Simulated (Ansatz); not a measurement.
## A computed series for Ru5Si3: pressure series

Consider Ru₅Si₃ (space group Pbam, No. 55; a cell from a computed database, its experimental status unchecked).

Ru$_{5}$Si$_{3}$ is modelled in the orthorhombic space group Pbam (No. 55), Pearson symbol oP16. Cell: a = 5.205 Å, b = 9.770 Å, c = 4.012 Å, α = 90.00°, β = 90.00°, γ = 90.00°. Si1 on 2a has 6 Ru at 2.367–2.432 Å and 2 Ru at 2.603 Å and 2 Ru at 3.208 Å. Si2 on 4h is coordinated by 7 Ru at 2.447–2.617 Å and 3 Ru at 2.784–2.843 Å. Ru1 on 2c has 6 Si at 2.505–2.603 Å and 8 Ru at 2.785–2.862 Å. Ru2 on 4g sees 3 Si at 2.367–2.453 Å and 2 Si at 2.843 Å and 1 Si at 3.208 Å and 8 Ru at 2.640–2.858 Å. Ru3 on 4h is coordinated by 4 Si at 2.432–2.491 Å and 1 Si at 2.617 Å and 1 Si at 2.784 Å and 7 Ru at 2.723–2.862 Å. (Neighbours: up to the widest gap in distance over summed covalent radii, below 1.35, at either atom; cation-cation and far metal-metal contacts left out.)

Cell and atoms are relaxed at each pressure.

The values are results of PBEsol, PAW, 420 eV (Ansatz, a program for electronic structure; no SOC), not measurements.

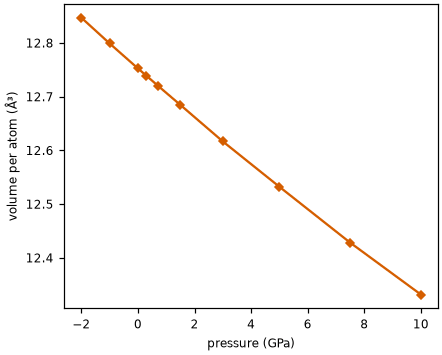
Fig. 1. Volume per atom against pressure

```
pressure (GPa)  volume per atom
--------------  ---------------
-2                     12.85 Å³
-1                     12.80 Å³
0.3                    12.74 Å³
0.7                    12.72 Å³
1.5                    12.68 Å³
3                      12.62 Å³
5                      12.53 Å³
7.5                    12.43 Å³
10                     12.33 Å³
```

Load acts through the strain it causes; cell and atoms are relaxed under it. No phonon test of stability was made. No other phases were tried under pressure. All final runs are without spin polarisation.
